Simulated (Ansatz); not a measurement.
## Single-point calculation of Mo11P9 (part 1 of 2)

Mo11P9 (disordered cell, 20 atoms in the cell), computed with DFT PBE, scalar-relativistic, plane waves, PAW, no spin polarisation (Ansatz 0.2.0).

It belongs to a series of runs on one base structure; here: last frame at 2070 K on a finer mesh. Figures and captions count atoms from 1; the log counts them from 0 in places.

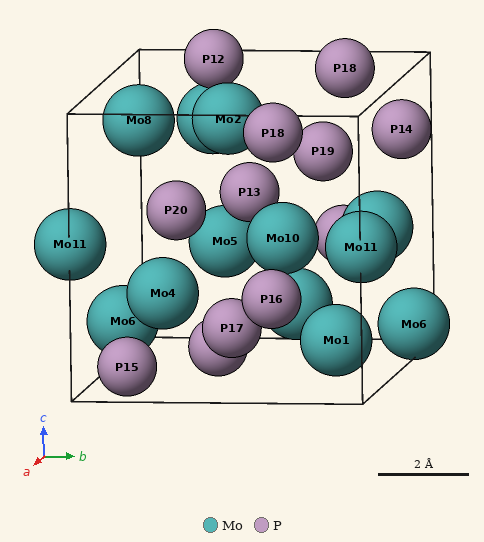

*The structure as given in the input (spheres-only view of the cell of the calculation, seen slightly off an axis; atoms are numbered from 1 in the order of the input). An atom can appear more than once, as a periodic image.*

## Summary

```csv
quantity,value
outcome,converged
electrons treated,199
free energy,−61314.3863 eV
Fermi energy,18.652 eV
gap on the k-point mesh,none (metallic)
pressure,33.53 GPa
largest force (length of the vector),6.074 eV/Å
hardware,"2 threads of Intel Xeon @ 2.70GHz, 189 GiB of memory available, shared host"
wall time,77 s (CPU time 2.5 min)
peak memory,1.2 GiB
```

## Input file
```yaml
crystal:
  lattice:
    - [6.095045, -0.085385, 0.179264]
    - [-0.085385, 6.721635, 0.170394]
    - [0.179264, 0.170394, 6.746369]
  atoms:
    - { symbol: Mo, position: [0.7180389834, 0.8418139296, 0.1581237996] }
    - { symbol: Mo, position: [0.6213809381, 0.4576650098, 0.9034284759] }
    - { symbol: Mo, position: [0.3127061481, 0.6061844303, 0.1916957415] }
    - { symbol: Mo, position: [0.5840758254, 0.2145336116, 0.2855237046] }
    - { symbol: Mo, position: [0.0745621294, 0.3034509001, 0.3531184547] }
    - { symbol: Mo, position: [0.187050988, 0.9764678735, 0.0973050003] }
    - { symbol: Mo, position: [0.3916392846, 0.9065589736, 0.4797091363] }
    - { symbol: Mo, position: [0.4969996196, 0.1192780935, 0.8658923676] }
    - { symbol: Mo, position: [0.062909072, 0.2652718027, 0.7784743053] }
    - { symbol: Mo, position: [0.6257521731, 0.6399858474, 0.4901935408] }
    - { symbol: Mo, position: [0.8867012001, 0.9751519867, 0.5210660518] }
    - { symbol: P, position: [0.2773786091, 0.3255032881, 0.032857095] }
    - { symbol: P, position: [0.3111584811, 0.4502942735, 0.5784269083] }
    - { symbol: P, position: [0.1503105769, 0.9354691646, 0.7652738139] }
    - { symbol: P, position: [0.8782976949, 0.1624987237, 0.09621172] }
    - { symbol: P, position: [0.0133233629, 0.6959597614, 0.3659337254] }
    - { symbol: P, position: [0.8174349057, 0.5088662878, 0.2195854987] }
    - { symbol: P, position: [0.0322624178, 0.7142293256, 0.9490550227] }
    - { symbol: P, position: [0.6945027007, 0.8005262145, 0.8086574777] }
    - { symbol: P, position: [0.7480819442, 0.3067556316, 0.6112915809] }
basis:
  ecutwfc: 420
kpoints:
  mp_grid: { grid: [4, 4, 4] }
hamiltonian:
  xc: pbe
scf:
  occupations: { method: fermi_dirac, width: 0.1784 }
output:
  forces: true
  stress: true
  eigenvalues: true
  populations: true
  write_density: true
  write_potential: true
  elf: true
  volumetric_format: npy
```

Run as:
```bash
ansatz run input.yaml --threads 2 --pin off --max-ram 5120MiB --backend cpu --events-out ev --progress --plain --runs-dir out
```

## What the program printed
```
band count auto-derived: 124 (N_el = 199.0; filled up to band 100; 120 by the electrons, moments and atoms)
Engine: ansatz 0.2.0, x86_64-unknown-linux-gnu
Pseudopotentials: kind: paw
Pseudopotential: Mo, paw, valence charge 14, recommended cutoff 420 eV (normal), Mo.paw.azcp
Pseudopotential: P, paw, valence charge 5, recommended cutoff 420 eV (normal), P.paw.azcp
Functional definition: PBE
  parameter kappa = 0.804
  parameter beta = 0.06672455060314922
  exchange = pbe_x(kappa = kappa, mu = beta*pi^2/3)
  correlation = pbe_c(beta = beta)
Crystal: 20 atoms, lattice volume = 275.942 Å³
Basis set: ecut = 420 eV, 5393 PW (Γ), exchange–correlation on 90×90×96 points (8 copies of the dense FFT grid, shifted against one another)
Bands: 124, of which v1, the nominal top of the filled ones, is band 100 counted from 1 (99 counted from 0)
Symmetry: 1 space group operations
Space group: P1 (ITA 1), of the structure as read, at distance tolerance 6.5e-5 Å
k-points: 36 of 64 (time reversal used)
Non-local potential: Mo, projectors of the file, l = 0: 3, l = 1: 2, l = 2: 2, l = 3: 1
Non-local potential: P, projectors of the file, l = 0: 2, l = 1: 2, l = 2: 2
PAW form: soft (Blöchl's): semilocal exchange-correlation on the pseudo side does not see the compensation charge
PAW one-centre angular grid: Mo, 590 points (default); XC on 64 Gauss nodes
PAW one-centre angular grid: P, 110 points (default); XC on 64 Gauss nodes
Initial density: superposition of atomic densities (neutral atoms: chi_scale 0, normalization atom), corrected by the library's trained network
Initial wavefunctions: pseudopotential atomic-orbital guess
Functional: x = pbe(κ = 0.804, μ = 0.2195149727645171), c = pbe(β = 0.06672455060314922)
SCF iter   1: F=—  HF=-61314.414731 eV  |F-HF|=—  |Δ(HF+E_count)|=         —  Δρ=9.49e-3  dr2=3.06e-1  ethr=1.77e-3  ⟨swp⟩=5.5  Hψ=16919  notcnv=0
preconditioner: auto → Kerker (q_TF=auto, 2.584 Å⁻¹)  [metal: Δε(μ)=0.014 eV  Ē_g=6.826 eV  σ=0.178 eV  W_gap=0.02  n_scr=82 (ndim 8)  ℏωp=23.6 eV  f_vac=0.000  D(μ)=12.51/eV (n_scr^D=104)]
SCF iter   2: F=—  HF=-61314.395655 eV  |F-HF|=—  |Δ(HF+E_count)|=   1.91e-2  Δρ=5.21e-3  dr2=9.21e-2  ethr=1.54e-4  ⟨swp⟩=1.0  Hψ=5148  notcnv=0
SCF iter   3: F=—  HF=-61314.386883 eV  |F-HF|=—  |Δ(HF+E_count)|=   8.77e-3  Δρ=7.57e-4  dr2=3.30e-3  ethr=4.63e-5  ⟨swp⟩=2.9  Hψ=6547  notcnv=0
SCF iter   4: F=—  HF=-61314.386518 eV  |F-HF|=—  |Δ(HF+E_count)|=   3.65e-4  Δρ=2.52e-4  dr2=4.05e-4  ethr=1.66e-6  ⟨swp⟩=2.1  Hψ=6724  notcnv=0
SCF iter   5: F=—  HF=-61314.386467 eV  |F-HF|=—  |Δ(HF+E_count)|=   5.13e-5  Δρ=6.93e-5  dr2=2.51e-5  ethr=2.04e-7  ⟨swp⟩=2.0  Hψ=5735  notcnv=0
SCF iter   6: F=—  HF=-61314.386288 eV  |F-HF|=—  |Δ(HF+E_count)|=   1.79e-4  Δρ=2.09e-5  dr2=2.56e-6  ethr=1.26e-8  ⟨swp⟩=2.0  Hψ=6455  notcnv=0
SCF iter   7: F=—  HF=-61314.386288 eV  |F-HF|=—  |Δ(HF+E_count)|=   2.49e-7  Δρ=5.66e-6  dr2=1.49e-7  ethr=1.29e-9  ⟨swp⟩=2.0  Hψ=6505  notcnv=0
SCF iter   8: F=-61314.386288 eV  HF=-61314.386288 eV  |F-HF|=1.07e-9  |Δ(HF+E_count)|=   2.98e-8  Δρ=1.50e-6  dr2=9.53e-9  ethr=5.03e-11  ⟨swp⟩=10.2  Hψ=30514  notcnv=0
SCF 1 converged in 8 iterations: F = -61314.386288 eV  dr2 = 9.53e-9
  greatest PAW one-centre occupation: 0.998 electrons in one spin orbital (limit 2), on the Mo atom at site 9 (counted from 0), in its partial waves of l = 0
```

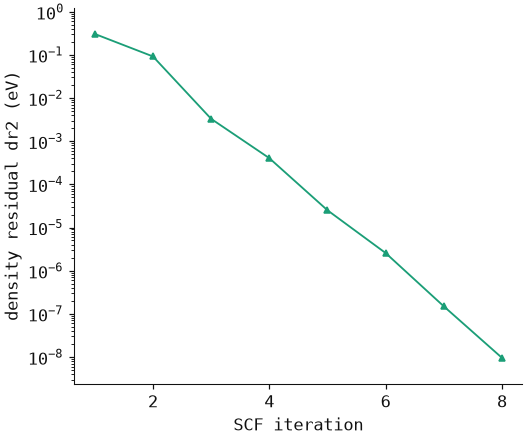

*Convergence of the self-consistent field: density residual dr2 against the SCF iteration.*

The residual falls at every step.

```
SCF converged after 8 iterations
Free energy (F): -61314.386288 eV
Harris-Foulkes:  -61314.386288 eV  (|F-HF|=1.07e-9)
Internal energy: -61313.073488 eV  (E = F + TS)
E sigma→0 (E₀):  -61313.729888 eV
Entropy (-TS):   -1.312800 eV (-65.640 meV/atom)
Fermi energy:    18.651584 eV
--- Per-component energies (eV) ---
  E_band       = -498.901384
  E_kinetic    = 5621.655517
  E_local      = -11921.417981  (includes V_loc(G=0)·N_el)
  E_nonlocal   = 1892.843164
  E_hartree    = 4350.321757
  E_xc         = -2616.956025
  E_vxc        = -3126.781469  (∫ρ·V_xc dr)
  E_paw        = -40349.684038  (= ΣΔE_a)
  E_vpaw       = -1665.845442  (= ΣTr[D̂ρ^β])
  E_aug_tail   = 0.000505  (compensation charges beyond the density's cutoff)
  E_ewald      = -18289.836388
  E_smearing   = -1.312800  (= −TS)
  E_closure    = -0.000000  (closes the sum)
  Σ components = -61314.386288   (vs F -61314.386288, Δ=0.00e0)
--- Forces (eV/Å), atoms counted from 1 ---
  atom   1  Mo    -0.75604230     0.60894577    -1.83654998
  atom   2  Mo     2.49201168     2.01364757     1.37976765
  atom   3  Mo     2.98334410     1.75077697     0.83371093
  atom   4  Mo    -2.16935224     1.61549117     2.29205954
  atom   5  Mo    -0.10197452    -0.48821977     0.99784782
  atom   6  Mo     0.92626678     0.86112123     4.75753640
  atom   7  Mo    -1.85469876     1.66965086    -0.28415995
  atom   8  Mo     2.70976207    -4.70243408    -2.72707656
  atom   9  Mo    -1.26920377     0.00573822    -0.51670865
  atom  10  Mo     0.54728778    -2.99786530     2.63896844
  atom  11  Mo    -1.44134079    -0.11795547     0.06510124
  atom  12  P      0.01387492     0.82162238     1.16143062
  atom  13  P      0.66906108     0.44219859    -0.15263797
  atom  14  P      2.19401556     1.15999822    -3.88334849
  atom  15  P     -0.32237950     0.25542189    -2.23521059
  atom  16  P      1.65839488     2.94692219     2.71381878
  atom  17  P     -3.07625230    -2.21577523    -3.23608275
  atom  18  P     -0.73542638    -4.57763004     0.61412347
  atom  19  P     -1.27872030     1.21504069    -1.40644242
  atom  20  P     -1.18861834    -0.26669885    -1.17616648
  max |Σ_I F_I| component: 1.89e-5 eV/Å
--- Stress (GPa, compression-positive) ---
       27.699834       5.622346      -5.364007
        5.622346      40.565453       0.535524
       -5.364007       0.535524      32.322621
  P = ⅓ Tr σ = 33.5293 GPa (335.293 kbar)
--- Band table (eV; the first three rows and the last of 36) ---
  k-point 0: bands = ["-42.4405", "-42.3704", "-42.3333", "-42.3093", "-42.2855", "-42.2101", "-42.2041", "-42.1660", "-42.0633", "-42.0129", "-41.9895", "-17.3209", "-17.3054", "-17.1221", "-17.0062", "-16.9586", "-16.8448", "-16.8381", "-16.8175", "-16.7465", "-16.6597", "-16.6394", "-16.6048", "-16.5653", "-16.5149", "-16.4663", "-16.4411", "-16.4206", "-16.3839", "-16.3359", "-16.3118", "-16.3033", "-16.2608", "-16.2285", "-16.1951", "-16.1843", "-16.1181", "-16.0988", "-16.0730", "-16.0532", "-15.9952", "-15.8754", "-15.8113", "-15.5250", "3.1739", "4.4808", "5.6456", "6.5617", "6.9707", "7.2076", "7.5270", "8.1155", "8.7880", "10.7634", "11.1516", "11.3022", "11.7015", "11.9526", "12.2372", "12.2527", "12.4308", "12.8764", "12.9168", "12.9982", "13.2355", "13.4238", "13.4620", "13.7691", "13.9486", "14.3268", "14.4725", "14.5867", "14.6742", "14.7213", "14.8630", "15.0504", "15.2544", "15.4036", "15.4964", "15.7557", "15.8569", "15.9345", "16.0914", "16.1679", "16.2677", "16.4705", "16.6158", "16.7239", "16.8945", "17.0670", "17.2387", "17.3884", "17.5147", "17.6801", "17.7503", "18.0985", "18.2137", "18.3666", "18.5046", "18.6070", "18.8142", "18.9407", "19.1620", "19.4032", "19.5716", "19.7312", "19.8022", "19.9456", "20.1043", "20.2012", "20.3272", "20.5083", "20.5340", "20.6885", "20.9596", "21.0321", "21.1453", "21.2006", "21.3882", "21.3908", "21.5345", "21.8487", "22.1118", "22.2183"]
  k-point 1: bands = ["-42.4381", "-42.3745", "-42.3318", "-42.3112", "-42.2837", "-42.2098", "-42.2039", "-42.1665", "-42.0632", "-42.0130", "-41.9894", "-17.3206", "-17.3056", "-17.1165", "-17.0135", "-16.9580", "-16.8410", "-16.8251", "-16.8198", "-16.7458", "-16.6714", "-16.6316", "-16.6025", "-16.5410", "-16.5179", "-16.4766", "-16.4444", "-16.4365", "-16.3886", "-16.3364", "-16.3121", "-16.2997", "-16.2665", "-16.2311", "-16.1943", "-16.1755", "-16.1245", "-16.1160", "-16.0746", "-16.0422", "-15.9838", "-15.8769", "-15.8117", "-15.5257", "3.2597", "4.3673", "5.7105", "6.5218", "6.9544", "7.2381", "7.5006", "8.1571", "8.7174", "10.8888", "11.1240", "11.3225", "11.7117", "12.0499", "12.1259", "12.2717", "12.4304", "12.7189", "12.8297", "12.9501", "13.2793", "13.3796", "13.5535", "13.7985", "13.9761", "14.2076", "14.4256", "14.6174", "14.7646", "14.8862", "14.9810", "15.1319", "15.2929", "15.3585", "15.5261", "15.6970", "15.8991", "15.9962", "16.0547", "16.1397", "16.2778", "16.4094", "16.6170", "16.7665", "16.9453", "16.9776", "17.1451", "17.2337", "17.5095", "17.6250", "17.7441", "17.9532", "18.2253", "18.3361", "18.4555", "18.5557", "18.7727", "18.9852", "19.1510", "19.3095", "19.4519", "19.6053", "19.6728", "19.8803", "20.0712", "20.2288", "20.4250", "20.5388", "20.6955", "20.7612", "20.8765", "21.0561", "21.1188", "21.2076", "21.5003", "21.7043", "21.7251", "21.8456", "22.1256", "22.2815"]
```
